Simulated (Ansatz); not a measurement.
# Geometry relaxation, with input and output: ZnH3ClO

The run: geometry relaxation of ZnH3ClO. Method and program: RKS PBE-D4/def2-SVP (Ansatz 0.2.0).

The input holds or restrains some coordinates. Forces given for the steps count only the free coordinates. It belongs to a series of runs on one base structure; here: pulled along the bonds that form and break, towards end A. Figures and captions count atoms from 1; the log counts them from 0 in places.

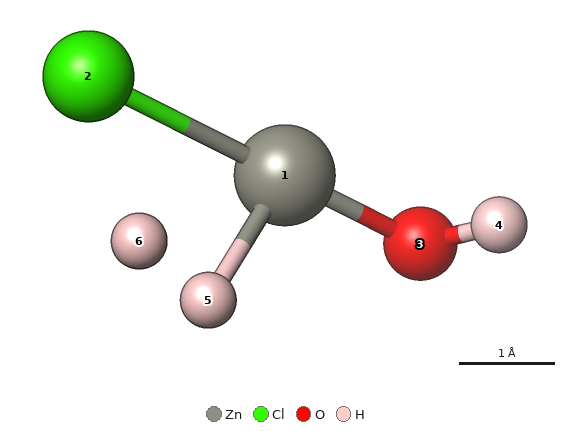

The input geometry (ball-and-stick view, seen at a tilt; atoms are numbered from 1 in the order of the input). Sticks mark near contacts.

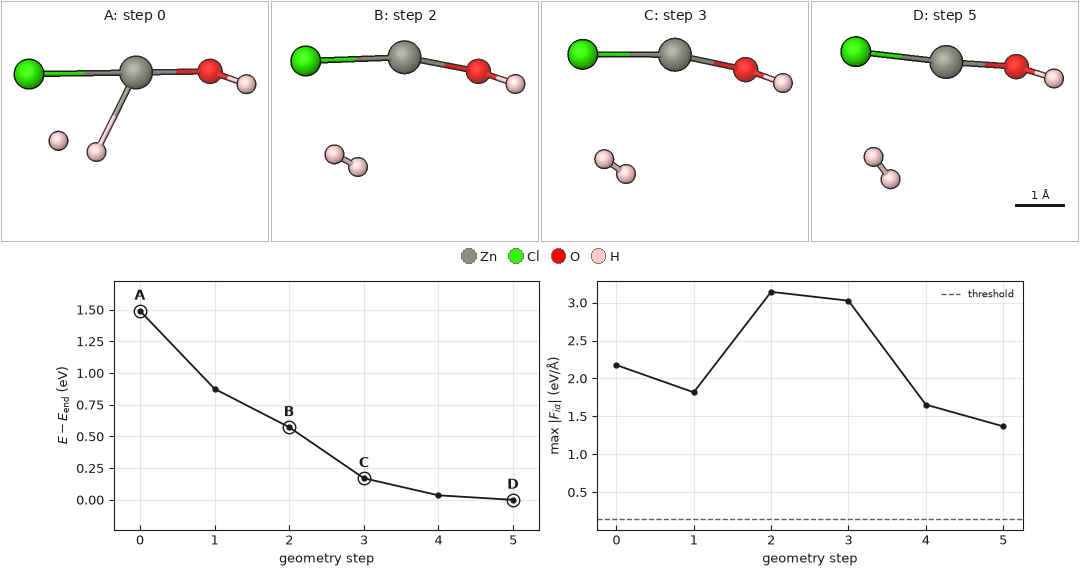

Frames of the restrained relaxation (ball-and-stick view, seen at a tilt) above the curves, on which the letters mark them (the first geometry is step 0 here and step 1 in the log).

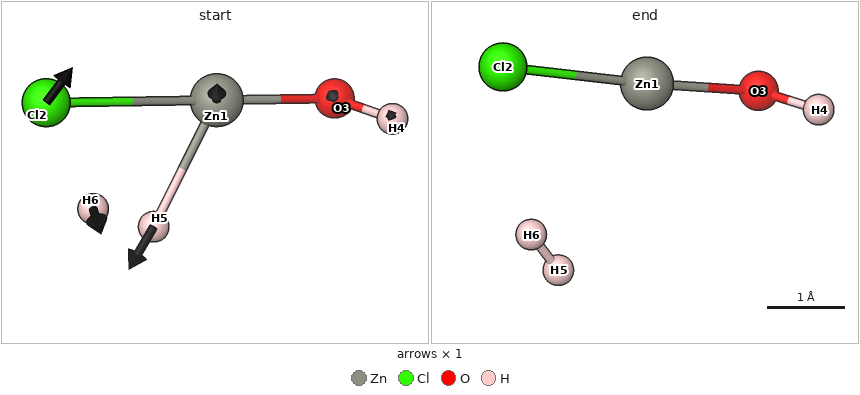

Before (left) and after (right) the restrained relaxation, at one scale (ball-and-stick view, seen at a tilt). The black arrows give the displacements, at true length. The energy falls by 1.492 eV in 5 geometry steps. The largest force component goes from 2.2 to 1.4 eV/Å. H5 moves most after the best rigid fit: 0.67 Å. By element the largest moves are H 0.67 Å, Cl 0.58 Å, Zn 0.31 Å, O 0.17 Å. Distances before and after: Zn1–H5 1.870 → 2.769 Å, Zn1–Cl2 2.590 → 2.206 Å, H5–H6 1.009 → 0.724 Å, O3–H4 1.010 → 0.976 Å. New bonds form: H5–H6 (1.01 → 0.72 Å). Among the angles that change: Cl2–Zn1–O3 180.0° → 175.3°, Zn1–O3–H4 109.5° → 111.5°. (Atoms are counted from 1 in the order of the input.)

These pictures come from the run below.

### The input
```yaml
crystal:
  periodic: [false, false, false]
  atoms:
    - { symbol: Zn, position_ang: [0.0, 0.0, 0.0] }
    - { symbol: Cl, position_ang: [0.0, 0.0, 2.59] }
    - { symbol: O, position_ang: [0.0, 0.0, -1.79] }
    - { symbol: H, position_ang: [0.2547, -0.9174, -2.1271] }
    - { symbol: H, position_ang: [-1.7461, -0.3167, 0.5897] }
    - { symbol: H, position_ang: [-1.486, -0.2695, 1.5637] }
basis:
  gaussian: { orbitals: def2-SVP }
hamiltonian:
  xc: pbe
  dispersion: d4
relax:
  f_tol: 0.15
  max_steps: 25
  restrain:
    - { distance: [0, 4], at: 2.77, k: 30.0 }
    - { distance: [5, 1], at: 2.57, k: 30.0 }
    - { distance: [0, 1], at: 2.24, k: 30.0 }
    - { distance: [5, 4], at: 0.66, k: 30.0 }
```

Run as:
```bash
ansatz run input.yaml --threads 2 --pin off --max-ram 3072MiB --backend cpu --events-out ev --progress --plain --runs-dir out
```

### Output
```
The last accepted step is kept in [file] (removed where the run ends without a failure and the disk answers)
Engine: ansatz 0.2.0, x86_64-unknown-linux-gnu
Functional definition: PBE
  parameter kappa = 0.804
  parameter beta = 0.06672455060314922
  exchange = pbe_x(kappa = kappa, mu = beta*pi^2/3)
  correlation = pbe_c(beta = beta)
870 factors; their error is unknown
mean field evaluation 1: about -63000.6375 eV, gradient 7.4e1 eV
mean field evaluation 2: about -62874.8262 eV, gradient 2.0e2 eV
mean field evaluation 4: about -63008.7438 eV, gradient 2.4e1 eV
mean field evaluation 8: about -63010.1819 eV, gradient 1.6e-1 eV
mean field evaluation 16: about -63010.1421 eV, gradient 3.8e-4 eV
mean field -63010.14212062 eV, -2315.5800131245 hartree, gradient 1.9e-5 eV, S^2 0.000000; 0 other end points of the search recorded, 0 dependent functions left out
the calculation of the forces begins
reference -63010.14216369 eV, -2315.5800147071 hartree; 29, 29 occupied and 49, 49 virtual orbitals, 870 factors
relax step   1: F+E_penalty+E_count = -63010.24492965 eV  Δ(F+E_penalty+E_count) = +0.000e0 eV  max|allowed force component| = 2.176e0 eV/Å  E_restraint = 24.12091170 eV  max|allowed force component, restraints' pulls added| = 2.486e1 eV/Å  Δτ_max = 0.0000 Å  (27 SCF iters, accepted)
  distance Zn 0 - H 4 = 1.8700 Å
  distance H 5 - Cl 1 = 1.8260 Å
  distance Zn 0 - Cl 1 = 2.5900 Å
  distance H 5 - H 4 = 1.0092 Å
these checks for a lower state are left out or cut short: starts, cluster_reference, orbital_swaps, neighbouring_geometries, increment
870 factors; their error is unknown
mean field -63010.77361974 eV, -2315.6032202891 hartree, gradient 1.0e-5 eV, S^2 0.000000; 0 other end points of the search recorded, 0 dependent functions left out
the calculation of the forces begins
reference -63010.77366259 eV, -2315.6032218636 hartree; 29, 29 occupied and 49, 49 virtual orbitals, 870 factors
relax step   2: F+E_penalty+E_count = -63010.86095676 eV  Δ(F+E_penalty+E_count) = -6.160e-1 eV  max|allowed force component| = 1.817e0 eV/Å  E_restraint = 9.61383138 eV  max|allowed force component, restraints' pulls added| = 1.565e1 eV/Å  Δτ_max = 0.1949 Å  (34 SCF iters, accepted)
  distance Zn 0 - H 4 = 2.2032 Å
  distance H 5 - Cl 1 = 2.1003 Å
  distance Zn 0 - Cl 1 = 2.5230 Å
  distance H 5 - H 4 = 0.7978 Å
these checks for a lower state are left out or cut short: starts, cluster_reference, orbital_swaps, neighbouring_geometries, increment
870 factors; their error is unknown
mean field evaluation 32: about -63011.0781 eV, gradient 8.6e-6 eV
mean field -63011.07807856 eV, -2315.6144089443 hartree, gradient 2.0e-5 eV, S^2 0.000000; 0 other end points of the search recorded, 0 dependent functions left out
the calculation of the forces begins
reference -63011.07812107 eV, -2315.6144105067 hartree; 29, 29 occupied and 49, 49 virtual orbitals, 870 factors
relax step   3: F+E_penalty+E_count = -63011.16379787 eV  Δ(F+E_penalty+E_count) = -3.028e-1 eV  max|allowed force component| = 3.142e0 eV/Å  E_restraint = 1.60999739 eV  max|allowed force component, restraints' pulls added| = 8.065e0 eV/Å  Δτ_max = 0.1943 Å  (32 SCF iters, accepted)
  distance Zn 0 - H 4 = 2.5312 Å
  distance H 5 - Cl 1 = 2.3943 Å
  distance Zn 0 - Cl 1 = 2.3750 Å
  distance H 5 - H 4 = 0.6947 Å
these checks for a lower state are left out or cut short: starts, cluster_reference, orbital_swaps, neighbouring_geometries, increment
870 factors; their error is unknown
mean field -63011.48062257 eV, -2315.6292021638 hartree, gradient 1.4e-5 eV, S^2 0.000000; 0 other end points of the search recorded, 0 dependent functions left out
the calculation of the forces begins
reference -63011.48066570 eV, -2315.6292037488 hartree; 29, 29 occupied and 49, 49 virtual orbitals, 870 factors
relax step   4: F+E_penalty+E_count = -63011.56655134 eV  Δ(F+E_penalty+E_count) = -4.028e-1 eV  max|allowed force component| = 3.025e0 eV/Å  E_restraint = 0.02942326 eV  max|allowed force component, restraints' pulls added| = 2.121e0 eV/Å  Δτ_max = 0.1995 Å  (27 SCF iters, accepted)
  distance Zn 0 - H 4 = 2.7528 Å
  distance H 5 - Cl 1 = 2.5755 Å
  distance Zn 0 - Cl 1 = 2.2147 Å
  distance H 5 - H 4 = 0.6916 Å
these checks for a lower state are left out or cut short: starts, cluster_reference, orbital_swaps, neighbouring_geometries, increment
870 factors; their error is unknown
mean field -63011.61487666 eV, -2315.6341359106 hartree, gradient 1.0e-5 eV, S^2 0.000000; 0 other end points of the search recorded, 0 dependent functions left out
the calculation of the forces begins
reference -63011.61492014 eV, -2315.6341375085 hartree; 29, 29 occupied and 49, 49 virtual orbitals, 870 factors
relax step   5: F+E_penalty+E_count = -63011.70153148 eV  Δ(F+E_penalty+E_count) = -1.350e-1 eV  max|allowed force component| = 1.654e0 eV/Å  E_restraint = 0.06084817 eV  max|allowed force component, restraints' pulls added| = 6.433e-1 eV/Å  Δτ_max = 0.1385 Å  (28 SCF iters, accepted)
  distance Zn 0 - H 4 = 2.7640 Å
  distance H 5 - Cl 1 = 2.5785 Å
  distance Zn 0 - Cl 1 = 2.2103 Å
  distance H 5 - H 4 = 0.7154 Å
these checks for a lower state are left out or cut short: starts, cluster_reference, orbital_swaps, neighbouring_geometries, increment
870 factors; their error is unknown
mean field -63011.65103325 eV, -2315.6354646410 hartree, gradient 9.5e-6 eV, S^2 0.000000; 0 other end points of the search recorded, 0 dependent functions left out
the calculation of the forces begins
reference -63011.65107680 eV, -2315.6354662412 hartree; 29, 29 occupied and 49, 49 virtual orbitals, 870 factors
relax step   6: F+E_penalty+E_count = -63011.73707992 eV  Δ(F+E_penalty+E_count) = -3.555e-2 eV  max|allowed force component| = 1.369e0 eV/Å  E_restraint = 0.08045345 eV  max|allowed force component, restraints' pulls added| = 5.867e-2 eV/Å  Δτ_max = 0.1639 Å  (28 SCF iters, accepted)
  distance Zn 0 - H 4 = 2.7688 Å
  distance H 5 - Cl 1 = 2.5756 Å
  distance Zn 0 - Cl 1 = 2.2057 Å
  distance H 5 - H 4 = 0.7245 Å
870 factors; their error is unknown
mean field evaluation 64: about -63011.6794 eV, gradient 2.0e0 eV
mean field -63011.65103325 eV, -2315.6354646410 hartree, gradient 9.9e-6 eV, S^2 0.000000; 1 other end points of the search recorded, 0 dependent functions left out
the calculation of the forces begins
reference -63011.65107680 eV, -2315.6354662412 hartree; 29, 29 occupied and 49, 49 virtual orbitals, 870 factors
Total energy: -63011.73712346 eV, -2315.6386283977 hartree
Atom 0 at     0.282920    -0.033856     0.105392 Å, force     0.119696     0.055976     1.074756 eV/Å
Atom 1 at     0.487818     0.093608     2.297867 Å, force     0.072721    -0.030261    -0.989966 eV/Å
Atom 2 at     0.117123     0.010133    -1.667170 Å, force    -0.019413     0.012467    -0.006897 eV/Å
Atom 3 at     0.366531    -0.841981    -2.071284 Å, force     0.009664    -0.008754    -0.000301 eV/Å
Atom 4 at    -2.364323    -0.414874     0.821745 Å, force    -1.346986    -0.262269    -1.368522 eV/Å
Atom 5 at    -1.867468    -0.316631     1.339750 Å, force     1.164318     0.232841     1.290930 eV/Å
Dipole moment:     0.053134    -0.301504    -0.289053 e Å
```

### Trajectory as extended XYZ (Å, eV, eV/Å), 6 frames, from step=1 to step=6
```
6
Properties=species:S:1:pos:R:3:forces:R:3 step=1 energy=-63010.24493
Zn    0.0000    0.0000    0.0000   -0.3531  -0.1456   1.9242
Cl    0.0000    0.0000    2.5900    0.5597   0.1171  -1.1154
O     0.0000    0.0000   -1.7900    0.5992  -1.1982  -0.6757
H     0.2547   -0.9174   -2.1271   -0.3086   1.2887   0.4656
H    -1.7461   -0.3167    0.5897   -0.3509  -0.0513   1.5778
H    -1.4860   -0.2695    1.5637   -0.1463  -0.0107  -2.1765
6
Properties=species:S:1:pos:R:3:forces:R:3 step=2 energy=-63010.86096
Zn    0.1622    0.0282    0.0426   -0.2179  -0.1628   1.6617
Cl    0.1252    0.0229    2.5654    0.7863   0.1705  -1.8169
O     0.0052   -0.0061   -1.7791    0.3402  -0.7251   0.3756
H     0.2532   -0.9099   -2.1239   -0.1959   0.8374   0.3876
H    -1.9098   -0.3462    0.6913   -0.4687  -0.0838  -0.0762
H    -1.6135   -0.2924    1.4300   -0.2440  -0.0363  -0.5317
6
Properties=species:S:1:pos:R:3:forces:R:3 step=3 energy=-63011.16380
Zn    0.3413    0.0554    0.1130   -0.4853  -0.2746   0.5270
Cl    0.2869    0.0532    2.4874    0.5276   0.1282  -1.8982
O     0.0096   -0.0131   -1.7409    0.4170  -0.2616   1.2934
H     0.2501   -0.8982   -2.1136   -0.0678   0.4769   0.3791
H    -2.0765   -0.3765    0.7251   -1.6528  -0.3016  -3.1416
H    -1.7888   -0.3244    1.3553    1.2612   0.2327   2.8403
6
Properties=species:S:1:pos:R:3:forces:R:3 step=4 energy=-63011.56655
Zn    0.4153    0.0380    0.1363   -0.4010  -0.1583   0.0761
Cl    0.4298    0.0794    2.3506    0.3091   0.0647  -1.0500
O     0.0476   -0.0001   -1.6689    0.3128  -0.1073   0.9072
H     0.2641   -0.8755   -2.0595   -0.0109   0.2378   0.2121
H    -2.2358   -0.4014    0.7334   -1.8034  -0.3112  -3.0251
H    -1.8984   -0.3439    1.3343    1.5934   0.2743   2.8797
6
Properties=species:S:1:pos:R:3:forces:R:3 step=5 energy=-63011.70153
Zn    0.3475   -0.0318    0.1384   -0.0465   0.1835   0.9452
Cl    0.4806    0.1121    2.3400    0.1428  -0.0575  -1.0363
O     0.0964    0.0392   -1.6365    0.0993  -0.0711   0.2741
H     0.2230   -0.8599   -1.9942   -0.0014  -0.0194  -0.1338
H    -2.3174   -0.4425    0.7459   -1.6544  -0.3874  -1.6040
H    -1.8074   -0.3207    1.2326    1.4603   0.3520   1.5548
6
Properties=species:S:1:pos:R:3:forces:R:3 step=6 energy=-63011.73708
Zn    0.2829   -0.0339    0.1054    0.1197   0.0560   1.0748
Cl    0.4878    0.0936    2.2979    0.0727  -0.0303  -0.9900
O     0.1171    0.0101   -1.6672   -0.0194   0.0125  -0.0069
H     0.3665   -0.8420   -2.0713    0.0097  -0.0088  -0.0003
H    -2.3643   -0.4149    0.8217   -1.3470  -0.2623  -1.3685
H    -1.8675   -0.3166    1.3397    1.1643   0.2328   1.2909
```

### Summary

- outcome: converged under the restraints of the input
- total energy: −63011.7371 eV
- mean-field energy: −63011.6511 eV
- largest force (length of the vector) at the end, held atoms and coordinates included: 1.938 eV/Å
- hardware: 2 threads of Intel Xeon @ 2.60GHz (Ice Lake), 24 GiB of memory available, shared host
- wall time: 8.1 s (CPU time 14 s)
- peak memory: 0.16 GiB
